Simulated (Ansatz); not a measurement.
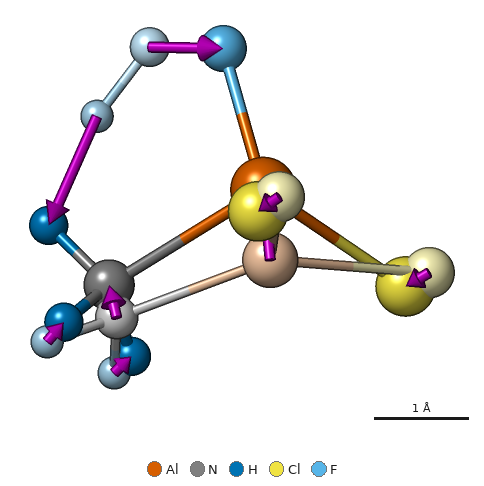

A relaxation of AlNH3Cl2F. The starting structure is drawn faded, the final one solid; purple arrows show the displacements, at their true length. The two geometries are superimposed by the best rigid fit.

A ball-and-stick model, seen at a tilt.

The run prepares an end point of a later path (reaction) calculation, from a guessed geometry.

Theory: Ansatz, RKS PBE0-D4/def2-SVP. Set-up: no spin polarisation; force threshold 0.03 eV/Å; at most 50 steps.

### Which element moves most?

Hydrogen: up to 1.27 Å, against 0.88 Å for fluorine.

### What did the optimiser do to the structure, and how much energy did it gain?

Over 14 geometry steps the energy falls by 2.412 eV. The largest force component goes from 1.7 to 0.03 eV/Å. The largest move after the best rigid fit is that of an H atom, 1.27 Å. By element the largest moves are H 1.27 Å, F 0.88 Å, Al 0.78 Å, N 0.38 Å, Cl 0.30 Å. Near-neighbour distances that change, for instance: F–H 0.929 → 2.685 Å, H–N 2.248 → 1.022 Å, Al–F 2.878 → 1.673 Å, Al–N 1.865 → 2.009 Å. New bonds form, among them: Al–F (2.88 → 1.67 Å), H–N (2.25 → 1.02 Å). Bonds break, among them: F–H (0.93 → 2.68 Å). Bond angles that change, for instance: N–Al–Cl 119.2° → 101.6°, N–Al–Cl 118.4° → 101.6°, Al–N–H 119.8° → 111.1°. The run took 23 s on 2 threads of Intel(R) Xeon(R) 6975P-C (Granite Rapids), on a shared host, peak memory 0.23 GiB.

Limits of the set-up: the start holds two separate molecules, 2.2 Å apart at their closest, whose relative position is a soft coordinate.
